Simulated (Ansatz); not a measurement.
**SiHS (quartet): RPA-PBE over vertical spin and charge gaps, cc-pVTZ**

Aim: run SiHS (quartet) with these functionals over vertical spin and charge gaps, and hold them against the top wave-function level at the same points.

Program: Ansatz 0.2.0, Gaussian basis. Level of theory: cc-pVTZ, all electrons in the functionals, frozen cores in the correlation of double hybrids and RPA. These are calculated values, not measurements.

The runs, in order: RPA-PBE, at charge 0, quartet; charge 0, doublet; charge 0, sextet; charge 1, triplet; charge 1, quintet.

7 further runs of the same task are left out: 4 for a known fault of the program, 3 set aside as unsound or not needed.

## Step 1: The geometry

The geometry is a PBE0/def2-TZVP stationary point (not a proven minimum).

3 atoms, charge 0, spin multiplicity 4.

Atoms are counted from 1 here; the program's logs count them from 0.

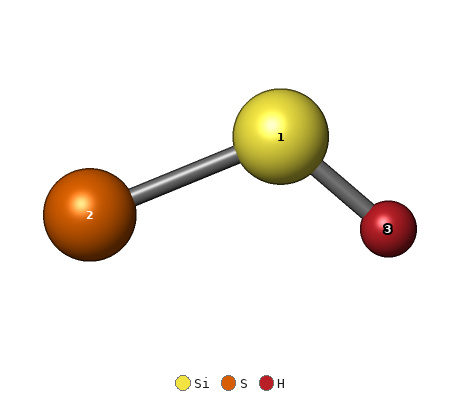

The geometry (silicon yellow, sulfur orange, hydrogen red); atoms are numbered from 1 in the order of the file.

No dispersion term is added.

The geometry shown and the zero of energy belong to the point charge 0, quartet. The yardstick, UCCSDT(Q), and other wave-function levels (R restricted, U unrestricted, valence and pair active spaces) come from earlier runs.

## Step 2: RPA-PBE, charge 0, quartet

in.yaml

```yaml
crystal:
  periodic: [false, false, false]
  atoms:
    - {symbol: Si, position_ang: [0.000000, -0.094141, 1.124038]}
    - {symbol: S, position_ang: [0.000000, 0.044996, -1.043902]}
    - {symbol: H, position_ang: [0.000000, 1.191747, 1.888549]}
basis:
  gaussian: {orbitals: cc-pVTZ}
magnetization: {spin_polarized: true, initial_magnetization: 3}
hamiltonian: {xc: {name: PBE}}
correlation: {method: rpa, electrons: outside_noble_gas}
```

On the command line:

```console
$ ansatz run in.yaml --threads 1 --pin off --events-out ev --progress --plain --max-ram 4096MiB --backend cpu
```

The log of the run:

```text
Functional definition: PBE
  name "PBE"
  cite "Perdew, Burke & Ernzerhof, Phys. Rev. Lett. 77, 3865 (1996) doi:10.1103/PhysRevLett.77.3865"
  parent pbe
  parameter kappa = 0.804
  parameter beta = 0.06672455060314922
  exchange = pbe_x(kappa = kappa, mu = beta*pi^2/3)
  correlation = pbe_c(beta = beta)
482 factors; integrals over basis functions are off by at most 6.8e-4 eV
mean field evaluation 1: about -18717.0037 eV, gradient 9.2e0 eV
mean field evaluation 2: about -18717.0010 eV, gradient 9.2e0 eV
mean field evaluation 4: about -18717.6309 eV, gradient 4.2e0 eV
mean field evaluation 8: about -18717.7633 eV, gradient 1.2e-1 eV
mean field evaluation 16: about -18717.7634 eV, gradient 2.3e-5 eV
mean field evaluation 32: about -18717.7339 eV, gradient 2.9e-1 eV
mean field evaluation 64: about -18717.6786 eV, gradient 6.5e-1 eV
mean field -18717.76340319 eV, -687.8651177117 hartree, gradient 4.3e-6 eV, S^2 3.756316; 6 other end points of the search recorded, 0 dependent functions left out
10 core orbitals not correlated: weight in the atoms' cores, before any rotation towards them, 1.000 or more for the frozen orbitals, at most 0.000 for the correlated occupied ones
reference -18693.42364644 eV, -686.9706481491 hartree; 7, 4 occupied and 65, 68 virtual orbitals, 482 factors
Total energy: -18705.36299069 eV, -687.4094109573 hartree
```

Run time: 7.5 s. Hardware: 1 thread of AMD EPYC 7R13, shared host.

From the report: ⟨S²⟩ of the determinant 3.756 (pure quartet: 3.75).

## Step 3: RPA-PBE, charge 0, doublet

in.yaml: that of step 2 with these lines changed.

```diff
@@ -8,3 +8,3 @@
   gaussian: {orbitals: cc-pVTZ}
-magnetization: {spin_polarized: true, initial_magnetization: 3}
+magnetization: {spin_polarized: true, initial_magnetization: 1}
 hamiltonian: {xc: {name: PBE}}
```

The command is unchanged.

The log of the run, cut to the lines that bear on the results:

```text
Functional definition: PBE
  name "PBE"
  cite "Perdew, Burke & Ernzerhof, Phys. Rev. Lett. 77, 3865 (1996) doi:10.1103/PhysRevLett.77.3865"
  parent pbe
[...]
482 factors; integrals over basis functions are off by at most 6.8e-4 eV
[...]
mean field -18720.02201034 eV, -687.9481199932 hartree, gradient 4.2e-6 eV, S^2 0.755007; 9 other end points of the search recorded, 0 dependent functions left out
10 core orbitals not correlated: weight in the atoms' cores, before any rotation towards them, 1.000 or more for the frozen orbitals, at most 0.000 for the correlated occupied ones
reference -18694.14216571 eV, -686.9970532451 hartree; 6, 5 occupied and 66, 67 virtual orbitals, 482 factors
Total energy: -18707.57818266 eV, -687.4908177608 hartree
```

Run time: 9 s. Hardware: 1 thread of AMD EPYC 7R13, shared host.

From the report: ⟨S²⟩ of the determinant 0.755 (pure doublet: 0.75).

From charge 0, quartet: -2.215 eV.

## Step 4: RPA-PBE, charge 0, sextet

in.yaml: that of step 3 with these lines changed.

```diff
@@ -8,3 +8,3 @@
   gaussian: {orbitals: cc-pVTZ}
-magnetization: {spin_polarized: true, initial_magnetization: 1}
+magnetization: {spin_polarized: true, initial_magnetization: 5}
 hamiltonian: {xc: {name: PBE}}
```

The command is unchanged.

The log of the run, cut to the lines that bear on the results:

```text
Functional definition: PBE
  name "PBE"
  cite "Perdew, Burke & Ernzerhof, Phys. Rev. Lett. 77, 3865 (1996) doi:10.1103/PhysRevLett.77.3865"
  parent pbe
[...]
482 factors; integrals over basis functions are off by at most 6.8e-4 eV
[...]
mean field -18712.14257012 eV, -687.6585559059 hartree, gradient 6.6e-6 eV, S^2 8.753859; 8 other end points of the search recorded, 0 dependent functions left out
10 core orbitals not correlated: weight in the atoms' cores, before any rotation towards them, 1.000 or more for the frozen orbitals, at most 0.000 for the correlated occupied ones
reference -18688.28348065 eV, -686.7817505404 hartree; 8, 3 occupied and 64, 69 virtual orbitals, 482 factors
Total energy: -18699.61895833 eV, -687.1983216618 hartree
```

Wall time 6.5 s (1 thread of AMD EPYC 7R13, shared host).

From the report: ⟨S²⟩ of the determinant 8.754 (pure sextet: 8.75).

From charge 0, quartet: +5.744 eV.

## Step 5: RPA-PBE, charge 1, triplet

in.yaml: that of step 4 with these lines changed.

```diff
@@ -8,3 +8,4 @@
   gaussian: {orbitals: cc-pVTZ}
-magnetization: {spin_polarized: true, initial_magnetization: 5}
+total_charge: 1
+magnetization: {spin_polarized: true, initial_magnetization: 2}
 hamiltonian: {xc: {name: PBE}}
```

Same command.

The log of the run, cut to the lines that bear on the results:

```text
Functional definition: PBE
  name "PBE"
  cite "Perdew, Burke & Ernzerhof, Phys. Rev. Lett. 77, 3865 (1996) doi:10.1103/PhysRevLett.77.3865"
  parent pbe
[...]
482 factors; integrals over basis functions are off by at most 6.8e-4 eV
[...]
mean field -18710.37259481 eV, -687.5935105134 hartree, gradient 6.3e-6 eV, S^2 2.005492; 7 other end points of the search recorded, 0 dependent functions left out
10 core orbitals not correlated: weight in the atoms' cores, before any rotation towards them, 1.000 or more for the frozen orbitals, at most 0.000 for the correlated occupied ones
reference -18686.19934310 eV, -686.7051598979 hartree; 6, 4 occupied and 66, 68 virtual orbitals, 482 factors
Total energy: -18697.81286036 eV, -687.1319487854 hartree
```

It took 7.5 s on 1 thread of AMD EPYC 7R13, shared host.

From the report: ⟨S²⟩ of the determinant 2.005 (pure triplet: 2.00).

From charge 0, quartet: +7.550 eV.

## Step 6: RPA-PBE, charge 1, quintet

in.yaml: that of step 5 with these lines changed.

```diff
@@ -9,3 +9,3 @@
 total_charge: 1
-magnetization: {spin_polarized: true, initial_magnetization: 2}
+magnetization: {spin_polarized: true, initial_magnetization: 4}
 hamiltonian: {xc: {name: PBE}}
```

The command is unchanged.

The log of the run, cut to the lines that bear on the results:

```text
Functional definition: PBE
  name "PBE"
  cite "Perdew, Burke & Ernzerhof, Phys. Rev. Lett. 77, 3865 (1996) doi:10.1103/PhysRevLett.77.3865"
  parent pbe
[...]
482 factors; integrals over basis functions are off by at most 6.8e-4 eV
[...]
mean field -18707.44958151 eV, -687.4860917556 hartree, gradient 6.9e-6 eV, S^2 6.005182; 6 other end points of the search recorded, 0 dependent functions left out
10 core orbitals not correlated: weight in the atoms' cores, before any rotation towards them, 1.000 or more for the frozen orbitals, at most 0.000 for the correlated occupied ones
reference -18684.50700616 eV, -686.6429676625 hartree; 7, 3 occupied and 65, 69 virtual orbitals, 482 factors
Total energy: -18694.95237618 eV, -687.0268279307 hartree
```

Wall time 5.5 s (1 thread of AMD EPYC 7R13, shared host).

From the report: ⟨S²⟩ of the determinant 6.005 (pure quintet: 6.00).

From charge 0, quartet: +10.411 eV.

## Step 7: The comparison

The yardstick is UCCSDT(Q), where the cluster series has nearly closed. It comes from earlier runs at the same points. Energies in eV, counted from charge 0, quartet; blanks weren't run or aren't comparable.

```tsv
level	quartet to doublet	quartet to sextet	ionisation to the triplet cation	ionisation to the quintet cation
UCCSDT(Q)		5.642	7.366	10.116
RPA-PBE	-2.215	5.744	7.550	10.411
```

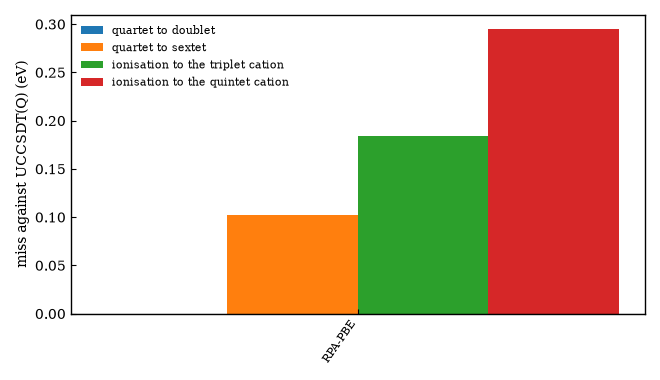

Misses of the gaps against UCCSDT(Q).

Largest miss and mean time a point (UCCSDT(Q) took 18 s a point; shared hosts):

```tsv
level	largest miss (eV)	where	time a point
RPA-PBE	+0.295	ionisation to the quintet cation	7.2 s
```

## Step 8: Results

| quantity | value |
| --- | --- |
| quartet to sextet, UCCSDT(Q) | 5.642 eV |
| ionisation to the triplet cation, UCCSDT(Q) | 7.366 eV |
| ionisation to the quintet cation, UCCSDT(Q) | 10.116 eV |
| largest miss, RPA-PBE | +0.295 eV (ionisation to the quintet cation) |

Misses are known at 3 of 4 points at best, and only functionals with that many are ranked. RPA-PBE strays by up to 0.295 eV, at ionisation to the quintet cation. Functionals and the yardstick converge differently with the basis, so part of each miss in cc-pVTZ is the basis.
